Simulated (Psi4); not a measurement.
# Run report: BH, frequency calculation (part 2 of 4)

The same run, continued: BH (borane(1)), SMILES [BH]; CAM-B3LYP/cc-pVDZ, RKS (Psi4 1.11). The geometry was optimised with CAM-B3LYP/cc-pVDZ.

Geometry of the input (Å):
```
B  0.0000  0.0000  -0.0016
H  0.0000  0.0000  1.2503
```

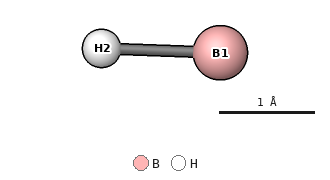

*The structure as given in the input (ball-and-stick view, seen at an oblique angle; atoms are numbered from 1 in the order of the input).*

## The program's output, continued
```
         ------------------------------------------------------------
                                   SCF GRAD
         ------------------------------------------------------------

  ==> Geometry <==

    Molecular point group: c1
    Full point group: C_inf_v

    Geometry (in Bohr), charge = 0, multiplicity = 1:

       Center              X                  Y                   Z               Mass
    ------------   -----------------  -----------------  -----------------  -----------------
         B           -0.000436397475     0.000000000000    -0.198409715543    11.009305360000
         H            0.004767130116     0.000000000000     2.167393222976     1.007825032230

  Nuclear repulsion =    2.113442258607957

   => Molecular Quadrature <=

    Radial Scheme          =       TREUTLER
    Pruning Scheme         =           NONE
    Nuclear Scheme         =       TREUTLER

    Blocking Scheme        =         OCTREE
    BS radius alpha        =              1
    Pruning alpha          =              1
    Radial Points          =            250
    Spherical Points       =           1202
    Total Points           =         572387
    Total Blocks           =           3951
    Max Points             =            256
    Max Functions          =             19
    Weights Tolerance      =       1.00E-15

  -Total Gradient:
     Atom            X                  Y                   Z
    ------   -----------------  -----------------  -----------------
       1        0.000000000418    -0.000000000000     0.000000189937
       2       -0.000000000421     0.000000000000    -0.000000191493

	total time  =          1 seconds =       0.02 minutes

    Psi4 run time: 0:00:07.64

    -----------------------------------------------------------------------
                               Psi4 1.11 release

    h
    h
    h

    -----------------------------------------------------------------------

    Memory:     1.5 GiB
    Threads:    1
                ecpint, einsums, f̶o̶r̶t̶e̶, gauxc, gcp, g̶d̶m̶a̶, geometric, g̶p̶u̶_̶d̶f̶c̶c̶,
                i̶n̶t̶e̶g̶r̶a̶t̶o̶r̶x̶x̶, i̶p̶i̶, libefp, m̶d̶i̶, m̶p̶2̶d̶, m̶r̶c̶c̶, ooo,
                o̶p̶e̶n̶f̶e̶r̶m̶i̶o̶n̶p̶s̶i̶4̶, pcmsolver, p̶s̶i̶4̶f̶o̶c̶k̶c̶i̶, p̶s̶i̶x̶a̶s̶,
                p̶y̶e̶i̶n̶s̶u̶m̶s̶, r̶e̶s̶p̶, s̶i̶m̶i̶n̶t̶, s̶n̶s̶m̶p̶2̶,
                v̶2̶r̶d̶m̶_̶c̶a̶s̶s̶c̶f̶

gradient() will perform analytic gradient computation.

  ==> Geometry <==

    Molecular point group: c1
    Full point group: C_inf_v

    Geometry (in Bohr), charge = 0, multiplicity = 1:

       Center              X                  Y                   Z               Mass
    ------------   -----------------  -----------------  -----------------  -----------------
         B            0.000436397475     0.000000000000    -0.198409715543    11.009305360000
         H           -0.004767130116     0.000000000000     2.167393222976     1.007825032230

  Running in c1 symmetry.

  Rotational constants: A = ************  B =     11.64906  C =     11.64906 [cm^-1]
  Rotational constants: A = ************  B = 349229.89530  C = 349229.89530 [MHz]
  Nuclear repulsion =    2.113442258607957

  Charge       = 0
  Multiplicity = 1
  Electrons    = 6
  Nalpha       = 3
  Nbeta        = 3

  ==> Iterations <==

                        Total Energy        Delta E     RMS |[F,P]|

   @RKS iter SAD:   -24.74773302792777   -2.47477e+01   0.00000e+00
   @RKS iter   1:   -25.26062760549777   -5.12895e-01   3.34469e-03 DIIS/ADIIS
   @RKS iter   2:   -25.26455000613046   -3.92240e-03   6.24560e-04 DIIS/ADIIS
   @RKS iter   3:   -25.26465685101656   -1.06845e-04   9.71027e-05 DIIS
   @RKS iter   4:   -25.26466043496681   -3.58395e-06   1.30777e-05 DIIS
   @RKS iter   5:   -25.26466049668365   -6.17168e-08   9.09843e-07 DIIS
   @RKS iter   6:   -25.26466049715751   -4.73868e-10   1.29280e-07 DIIS
   @RKS iter   7:   -25.26466049716711   -9.59233e-12   1.97883e-08 DIIS
   @RKS iter   8:   -25.26466049716734   -2.38032e-13   6.23528e-10 DIIS
  Energy and wave function converged.

  ==> Post-Iterations <==

   Electrons on quadrature grid:
      Ntotal   =    6.0000000000 ; deviation = -2.346e-11

    Final Occupation by Irrep:
              A
    DOCC [     3 ]
    NA   [     3 ]
    NB   [     3 ]

  @RKS Final Energy:   -25.26466049716734

   => Energetics <=

    Nuclear Repulsion Energy =              2.1134422586079569
    One-Electron Energy =                 -37.1664785093967680
    Two-Electron Energy =                  12.8193773694458208
    DFT Exchange-Correlation Energy =      -3.0310016158243527
    Empirical Dispersion Energy =           0.0000000000000000
    VV10 Nonlocal Energy =                  0.0000000000000000
    Total Energy =                        -25.2646604971673447

Computation Completed

Properties will be evaluated at   0.000000,   0.000000,   0.000000 [a0]

Properties computed using the SCF density matrix

 Multipole Moments:

 ------------------------------------------------------------------------------------
     Multipole            Electronic (a.u.)      Nuclear  (a.u.)        Total (a.u.)
 ------------------------------------------------------------------------------------

 L = 1.  Multiply by 2.5417464519 to convert [e a0] to [Debye]
 Dipole X            :          0.0012760           -0.0025851           -0.0013092
 Dipole Y            :         -0.0000000            0.0000000           -0.0000000
 Dipole Z            :         -0.5801244            1.1753446            0.5952202
 Magnitude           :                                                    0.5952217

 ------------------------------------------------------------------------------------

	total time  =          7 seconds =       0.12 minutes

         ------------------------------------------------------------
                                   SCF GRAD
         ------------------------------------------------------------

  ==> Geometry <==

    Molecular point group: c1
    Full point group: C_inf_v

    Geometry (in Bohr), charge = 0, multiplicity = 1:

       Center              X                  Y                   Z               Mass
    ------------   -----------------  -----------------  -----------------  -----------------
         B            0.000436397475     0.000000000000    -0.198409715543    11.009305360000
         H           -0.004767130116     0.000000000000     2.167393222976     1.007825032230

  Nuclear repulsion =    2.113442258607957

   => Molecular Quadrature <=

    Radial Scheme          =       TREUTLER
    Pruning Scheme         =           NONE
    Nuclear Scheme         =       TREUTLER

    Blocking Scheme        =         OCTREE
    BS radius alpha        =              1
    Pruning alpha          =              1
    Radial Points          =            250
    Spherical Points       =           1202
    Total Points           =         572387
    Total Blocks           =           3951
    Max Points             =            256
    Max Functions          =             19
    Weights Tolerance      =       1.00E-15

  -Total Gradient:
     Atom            X                  Y                   Z
    ------   -----------------  -----------------  -----------------
       1       -0.000000000418     0.000000000000     0.000000189937
       2        0.000000000421     0.000000000000    -0.000000191493

	total time  =          1 seconds =       0.02 minutes

    Psi4 run time: 0:00:08.20

    -----------------------------------------------------------------------
                               Psi4 1.11 release

    h
    h
    h

    -----------------------------------------------------------------------

    Memory:     1.5 GiB
    Threads:    1
                ecpint, einsums, f̶o̶r̶t̶e̶, gauxc, gcp, g̶d̶m̶a̶, geometric, g̶p̶u̶_̶d̶f̶c̶c̶,
                i̶n̶t̶e̶g̶r̶a̶t̶o̶r̶x̶x̶, i̶p̶i̶, libefp, m̶d̶i̶, m̶p̶2̶d̶, m̶r̶c̶c̶, ooo,
                o̶p̶e̶n̶f̶e̶r̶m̶i̶o̶n̶p̶s̶i̶4̶, pcmsolver, p̶s̶i̶4̶f̶o̶c̶k̶c̶i̶, p̶s̶i̶x̶a̶s̶,
                p̶y̶e̶i̶n̶s̶u̶m̶s̶, r̶e̶s̶p̶, s̶i̶m̶i̶n̶t̶, s̶n̶s̶m̶p̶2̶,
                v̶2̶r̶d̶m̶_̶c̶a̶s̶s̶c̶f̶

gradient() will perform analytic gradient computation.

  ==> Geometry <==

    Molecular point group: c1
    Full point group: C_inf_v

    Geometry (in Bohr), charge = 0, multiplicity = 1:

       Center              X                  Y                   Z               Mass
    ------------   -----------------  -----------------  -----------------  -----------------
         B            0.000000000000    -0.000436397475    -0.198409715543    11.009305360000
         H            0.000000000000     0.004767130116     2.167393222976     1.007825032230

  Running in c1 symmetry.

  Rotational constants: A = ************  B =     11.64906  C =     11.64906 [cm^-1]
  Rotational constants: A = ************  B = 349229.89530  C = 349229.89530 [MHz]
  Nuclear repulsion =    2.113442258607957

  Charge       = 0
  Multiplicity = 1
  Electrons    = 6
  Nalpha       = 3
  Nbeta        = 3

   => Molecular Quadrature <=

    Radial Scheme          =       TREUTLER
    Pruning Scheme         =           NONE
    Nuclear Scheme         =       TREUTLER

    Blocking Scheme        =         OCTREE
    BS radius alpha        =              1
    Pruning alpha          =              1
    Radial Points          =            250
    Spherical Points       =           1202
    Total Points           =         572387
    Total Blocks           =           3946
    Max Points             =            256
    Max Functions          =             19
    Weights Tolerance      =       1.00E-15

  ==> Iterations <==

                        Total Energy        Delta E     RMS |[F,P]|

   @RKS iter SAD:   -24.74773302792775   -2.47477e+01   0.00000e+00
   @RKS iter   1:   -25.26062760549786   -5.12895e-01   3.34469e-03 DIIS/ADIIS
   @RKS iter   2:   -25.26455000613050   -3.92240e-03   6.24560e-04 DIIS/ADIIS
   @RKS iter   3:   -25.26465685101662   -1.06845e-04   9.71027e-05 DIIS
   @RKS iter   4:   -25.26466043496692   -3.58395e-06   1.30777e-05 DIIS
   @RKS iter   5:   -25.26466049668372   -6.17168e-08   9.09843e-07 DIIS
   @RKS iter   6:   -25.26466049715759   -4.73875e-10   1.29280e-07 DIIS
   @RKS iter   7:   -25.26466049716716   -9.57101e-12   1.97883e-08 DIIS
   @RKS iter   8:   -25.26466049716743   -2.70006e-13   6.23528e-10 DIIS
  Energy and wave function converged.

  ==> Post-Iterations <==

   Electrons on quadrature grid:
      Ntotal   =    6.0000000000 ; deviation = -2.343e-11

    Final Occupation by Irrep:
              A
    DOCC [     3 ]
    NA   [     3 ]
    NB   [     3 ]

  @RKS Final Energy:   -25.26466049716743

   => Energetics <=

    Nuclear Repulsion Energy =              2.1134422586079569
    One-Electron Energy =                 -37.1664785093969101
    Two-Electron Energy =                  12.8193773694458901
    DFT Exchange-Correlation Energy =      -3.0310016158243642
    Empirical Dispersion Energy =           0.0000000000000000
    VV10 Nonlocal Energy =                  0.0000000000000000
    Total Energy =                        -25.2646604971674336

Computation Completed

Properties will be evaluated at   0.000000,   0.000000,   0.000000 [a0]

Properties computed using the SCF density matrix

 Multipole Moments:

 ------------------------------------------------------------------------------------
     Multipole            Electronic (a.u.)      Nuclear  (a.u.)        Total (a.u.)
 ------------------------------------------------------------------------------------

 L = 1.  Multiply by 2.5417464519 to convert [e a0] to [Debye]
 Dipole X            :          0.0000000            0.0000000            0.0000000
 Dipole Y            :         -0.0012760            0.0025851            0.0013092
 Dipole Z            :         -0.5801244            1.1753446            0.5952202
 Magnitude           :                                                    0.5952217

 ------------------------------------------------------------------------------------

	total time  =          7 seconds =       0.12 minutes

         ------------------------------------------------------------
                                   SCF GRAD
         ------------------------------------------------------------

  ==> Geometry <==

    Molecular point group: c1
    Full point group: C_inf_v

    Geometry (in Bohr), charge = 0, multiplicity = 1:

       Center              X                  Y                   Z               Mass
    ------------   -----------------  -----------------  -----------------  -----------------
         B            0.000000000000    -0.000436397475    -0.198409715543    11.009305360000
         H            0.000000000000     0.004767130116     2.167393222976     1.007825032230

  Nuclear repulsion =    2.113442258607957

   => Molecular Quadrature <=

    Radial Scheme          =       TREUTLER
    Pruning Scheme         =           NONE
    Nuclear Scheme         =       TREUTLER

    Blocking Scheme        =         OCTREE
    BS radius alpha        =              1
    Pruning alpha          =              1
    Radial Points          =            250
    Spherical Points       =           1202
    Total Points           =         572387
    Total Blocks           =           3946
    Max Points             =            256
    Max Functions          =             19
    Weights Tolerance      =       1.00E-15

  -Total Gradient:
     Atom            X                  Y                   Z
    ------   -----------------  -----------------  -----------------
       1        0.000000000000     0.000000000418     0.000000189937
       2       -0.000000000000    -0.000000000421    -0.000000191493

	total time  =          1 seconds =       0.02 minutes

    Psi4 run time: 0:00:07.68

    -----------------------------------------------------------------------
                               Psi4 1.11 release

    h
    h
    h

    -----------------------------------------------------------------------

    Memory:     1.5 GiB
    Threads:    1
                ecpint, einsums, f̶o̶r̶t̶e̶, gauxc, gcp, g̶d̶m̶a̶, geometric, g̶p̶u̶_̶d̶f̶c̶c̶,
                i̶n̶t̶e̶g̶r̶a̶t̶o̶r̶x̶x̶, i̶p̶i̶, libefp, m̶d̶i̶, m̶p̶2̶d̶, m̶r̶c̶c̶, ooo,
                o̶p̶e̶n̶f̶e̶r̶m̶i̶o̶n̶p̶s̶i̶4̶, pcmsolver, p̶s̶i̶4̶f̶o̶c̶k̶c̶i̶, p̶s̶i̶x̶a̶s̶,
                p̶y̶e̶i̶n̶s̶u̶m̶s̶, r̶e̶s̶p̶, s̶i̶m̶i̶n̶t̶, s̶n̶s̶m̶p̶2̶,
                v̶2̶r̶d̶m̶_̶c̶a̶s̶s̶c̶f̶

gradient() will perform analytic gradient computation.

  ==> Geometry <==

    Molecular point group: c1
    Full point group: C_inf_v

    Geometry (in Bohr), charge = 0, multiplicity = 1:

       Center              X                  Y                   Z               Mass
    ------------   -----------------  -----------------  -----------------  -----------------
         B            0.000000000000     0.000436397475    -0.198409715543    11.009305360000
         H            0.000000000000    -0.004767130116     2.167393222976     1.007825032230

  Running in c1 symmetry.

  Rotational constants: A = ************  B =     11.64906  C =     11.64906 [cm^-1]
  Rotational constants: A = ************  B = 349229.89530  C = 349229.89530 [MHz]
  Nuclear repulsion =    2.113442258607957

  Charge       = 0
  Multiplicity = 1
  Electrons    = 6
  Nalpha       = 3
  Nbeta        = 3

  ==> Iterations <==

                        Total Energy        Delta E     RMS |[F,P]|

   @RKS iter SAD:   -24.74773302792775   -2.47477e+01   0.00000e+00
   @RKS iter   1:   -25.26062760549785   -5.12895e-01   3.34469e-03 DIIS/ADIIS
   @RKS iter   2:   -25.26455000613051   -3.92240e-03   6.24560e-04 DIIS/ADIIS
   @RKS iter   3:   -25.26465685101663   -1.06845e-04   9.71027e-05 DIIS
   @RKS iter   4:   -25.26466043496693   -3.58395e-06   1.30777e-05 DIIS
   @RKS iter   5:   -25.26466049668372   -6.17168e-08   9.09843e-07 DIIS
   @RKS iter   6:   -25.26466049715761   -4.73882e-10   1.29280e-07 DIIS
   @RKS iter   7:   -25.26466049716716   -9.55325e-12   1.97883e-08 DIIS
   @RKS iter   8:   -25.26466049716744   -2.77112e-13   6.23528e-10 DIIS
  Energy and wave function converged.

  ==> Post-Iterations <==

   Electrons on quadrature grid:
      Ntotal   =    6.0000000000 ; deviation = -2.343e-11

    Final Occupation by Irrep:
              A
    DOCC [     3 ]
    NA   [     3 ]
    NB   [     3 ]

  @RKS Final Energy:   -25.26466049716744

   => Energetics <=

    Nuclear Repulsion Energy =              2.1134422586079569
    One-Electron Energy =                 -37.1664785093969456
    Two-Electron Energy =                  12.8193773694459221
    DFT Exchange-Correlation Energy =      -3.0310016158243696
    Empirical Dispersion Energy =           0.0000000000000000
    VV10 Nonlocal Energy =                  0.0000000000000000
    Total Energy =                        -25.2646604971674371

Computation Completed

Properties will be evaluated at   0.000000,   0.000000,   0.000000 [a0]

Properties computed using the SCF density matrix
```
